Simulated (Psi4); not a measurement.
**CH5FOSn (SMILES [CH3][SnH]([OH])[F]): MP2/def2-TZVP (density fitting, core potential, density fitting for correlation, sweep point 3)**

What is the energy change on altering one bond length of CH5FOSn at MP2/def2-TZVP (density fitting, core potential, density fitting for correlation, sweep point 3)? 

The results are computed with Psi4 1.11.

## 1. The molecule

CH5FOSn: 9 atoms, total charge 0, spin state singlet. SMILES: `[CH3][SnH]([OH])[F]`. The coordinates come from a PBE0-D4/def2-TZVP relaxation. This is one conformer, not always the lowest.

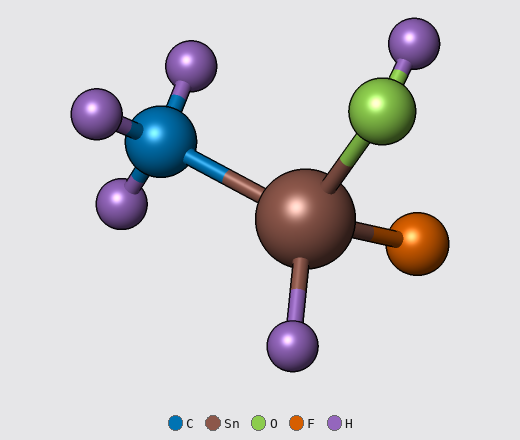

The structure, seen from a chosen angle (carbon blue, tin brown, oxygen green, fluorine orange, hydrogen purple).

## 2. A single-point energy at MP2/def2-TZVP (density fitting, core potential, density fitting for correlation, sweep point 3)

job.dat reads:

```
memory 1600 MB

molecule molecule1 {
  0 1
  C     -0.348000     1.320900    -0.172600
  Sn    -0.271200    -0.757400     0.237600
  O      1.527400    -1.346400     0.725000
  F     -0.613200    -1.596000    -1.464600
  H     -1.361700     1.603400    -0.455800
  H     -0.043600     1.885400     0.708500
  H      0.329800     1.539100    -0.997600
  H     -1.308700    -1.477000     1.371800
  H      2.177700    -1.218400     0.030600
  units angstrom
  symmetry c1
}

set basis def2-TZVP
set puream true
set scf_type df
set num_frozen_docc 7

E, wfn = energy("mp2", return_wfn=True)
```

Launch:

```
psi4 job.dat job.out -n 1
```

job.out:

```text
[...]
    !!!  WARNING: ECP capability is in beta. Please check occupations closely.  !!!
[...]
  Running in c1 symmetry.
[...]
  Nuclear repulsion =  217.047786034856898
[...]
  Multiplicity = 1
[...]
  Nalpha       = 25
  Nbeta        = 25
[...]
    Number of basis functions: 173
[...]
 WARNING: Atomic UHF is not converging! Try casting from a smaller basis or call Rob at CCMST.
   -------------------------
[...]
   @DF-RHF iter   1:  -428.32440641733695   -2.31718e+00   4.55300e-03 ADIIS/DIIS
[...]
   @DF-RHF iter  12:  -428.57280335539707   -2.24532e-11   7.61522e-09 DIIS
[...]
    Orbital Energies [Eh]
    ---------------------
    Doubly Occupied:
       1A    -26.227185     2A    -20.544750     3A    -11.245418
       4A     -5.886906     5A     -4.079423     6A     -4.077768
       7A     -4.075805     8A     -1.516399     9A     -1.376491
      10A     -1.347820    11A     -1.344889    12A     -1.342482
      13A     -1.338200    14A     -1.270643    15A     -0.958801
      16A     -0.701750    17A     -0.635507    18A     -0.600697
      19A     -0.595487    20A     -0.583151    21A     -0.582318
      22A     -0.544056    23A     -0.499229    24A     -0.494723
      25A     -0.434677
[...]
  @DF-RHF Final Energy:  -428.57280335539707
   => Energetics <=
    Nuclear Repulsion Energy =            217.0477860348568981
    One-Electron Energy =               -1106.6320293049825523
    Two-Electron Energy =                 461.0114399147285553
    Total Energy =                       -428.5728033553970704
[...]
 Multipole Moments:
 ------------------------------------------------------------------------------------
     Multipole            Electronic (a.u.)      Nuclear  (a.u.)        Total (a.u.)
 ------------------------------------------------------------------------------------
 L = 1.  Multiply by 2.5417464519 to convert [e a0] to [Debye]
 Dipole X            :        -10.4517193           10.3066047           -0.1451146
 Dipole Y            :         -7.6059193            8.7997235            1.1938042
 Dipole Z            :         11.1118556          -10.7487494            0.3631062
 Magnitude           :                                                    1.2562137
[...]
```

Wall time 11 s (1 thread of Intel Xeon at 2.50GHz (Skylake/Cascade Lake), shared host); peak memory 0.34 GiB.

## 3. The distorted shape, same level

job.dat reads:

```
memory 1.6 GB

molecule m {
  0 1
  C     -0.890223     1.146346     0.487379
  Sn    -0.813423    -0.931954     0.897579
  O      0.985177    -1.520954     1.384979
  F     -1.155423    -1.770554    -0.804621
  H     -1.903923     1.428846     0.204179
  H     -0.585823     1.710846     1.368479
  H      0.329800     1.539100    -0.997600
  H     -1.850923    -1.651554     2.031779
  H      1.635477    -1.392954     0.690579
  symmetry c1
}

set basis def2-TZVP
set puream true
set scf_type df
set num_frozen_docc 7

result, w = energy("mp2", return_wfn=True)
```

Launch:

```
psi4 -i job.dat -o job.out -n 1
```

job.out:

```text
[...]
    !!!  WARNING: ECP capability is in beta. Please check occupations closely.  !!!
[...]
  Running in c1 symmetry.
[...]
  Nuclear repulsion =  214.468471163906969
[...]
  Multiplicity = 1
[...]
  Nalpha       = 25
  Nbeta        = 25
[...]
    Number of basis functions: 173
[...]
 WARNING: Atomic UHF is not converging! Try casting from a smaller basis or call Rob at CCMST.
   -------------------------
[...]
   @DF-RHF iter   1:  -428.10804953384377   -2.44935e+00   4.72370e-03 DIIS/ADIIS
[...]
   @DF-RHF iter  13:  -428.42806236027110   -1.59730e-11   6.07049e-09 DIIS
[...]
    Orbital Energies [Eh]
    ---------------------
    Doubly Occupied:
       1A    -26.229985     2A    -20.547883     3A    -11.313740
       4A     -5.896184     5A     -4.088698     6A     -4.087052
       7A     -4.085310     8A     -1.519256     9A     -1.383907
      10A     -1.357451    11A     -1.354192    12A     -1.351586
      13A     -1.346818    14A     -1.274959    15A     -0.937502
      16A     -0.705776    17A     -0.639249    18A     -0.606620
      19A     -0.600025    20A     -0.595545    21A     -0.550895
      22A     -0.507814    23A     -0.499915    24A     -0.468992
      25A     -0.398671
[...]
  @DF-RHF Final Energy:  -428.42806236027110
   => Energetics <=
    Nuclear Repulsion Energy =            214.4684711639069690
    One-Electron Energy =               -1101.0970137814140344
    Two-Electron Energy =                 458.2004802572359381
    Total Energy =                       -428.4280623602710989
[...]
 Multipole Moments:
 ------------------------------------------------------------------------------------
     Multipole            Electronic (a.u.)      Nuclear  (a.u.)        Total (a.u.)
 ------------------------------------------------------------------------------------
 L = 1.  Multiply by 2.5417464519 to convert [e a0] to [Debye]
 Dipole X            :        -11.4212329           11.0309485           -0.3902844
 Dipole Y            :         -8.0296552            9.0329063            1.0032511
 Dipole Z            :         12.3117219          -11.6304009            0.6813210
 Magnitude           :                                                    1.2739831
[...]
```

Run time: 12 s. Hardware: 1 thread of Intel Xeon at 2.50GHz (Skylake/Cascade Lake), shared host; peak memory 0.34 GiB.

## 4. What came out

At MP2/def2-TZVP (density fitting, core potential, density fitting for correlation, sweep point 3), 7 core orbitals frozen:

| quantity | value |
| --- | --- |
| first shape: total energy | -429.56080 Eh |
| first shape: HOMO energy (Hartree–Fock orbitals) | -11.83 eV |
| first shape: LUMO energy (Hartree–Fock orbitals) | 2.52 eV |
| first shape: HOMO–LUMO gap (Hartree–Fock orbitals) | 14.35 eV |
| first shape: correlation energy (7 core orbitals frozen) | -988.0 mEh |
| distorted shape: total energy | -429.42681 Eh |
| distorted shape: HOMO energy (Hartree–Fock orbitals) | -10.85 eV |
| distorted shape: LUMO energy (Hartree–Fock orbitals) | 0.67 eV |
| distorted shape: HOMO–LUMO gap (Hartree–Fock orbitals) | 11.52 eV |
| distorted shape: correlation energy (7 core orbitals frozen) | -998.7 mEh |
| energy change with the C1–H7 bond stretched from 1.090 to 1.962 Å | 3.646 eV |

What this shows: With the C1–H7 bond stretched from 1.090 to 1.962 Å the energy rises by 3.65 eV (352 kJ/mol). The first shape isn't relaxed at this level, so the change isn't measured from a minimum. A restricted reference can't describe the breaking bond well at this length.
